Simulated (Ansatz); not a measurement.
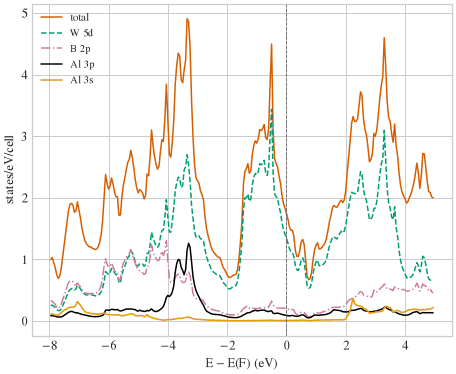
Figure: Total and projected density of states of AlB$_{2}$W$_{2}$ in space group Cmmm (No. 65; Al on 2a, W on 4j, B on 4i), PBE (plane waves, PAW; program Ansatz)

Which orbitals carry the states next to the Fermi level?

Within 0.5 eV of the Fermi level: W 5d 78 %, B 2p 10 %, Al 3p 5 %. Projections are on Löwdin-orthogonalised atomic valence shells; empty p or d shells of many metals are not among them.

Where is the tallest occupied peak in this window, and what makes it?

Near -3.3 eV, about 4.9 states/eV per cell; the largest projected share is W 5d.

The start of the workflow was typed in or built on a structure type; neither database checked (COD, Materials Project) lists it. Whether it is the stable phase at ambient conditions was not checked. Symmetry was held in the PBE relaxation; whether a distortion lowers the energy is not shown. The run is not spin-polarised. Spin–orbit coupling is left out wherever it is not named.

Potentials: the later of the program's two PAW sets.
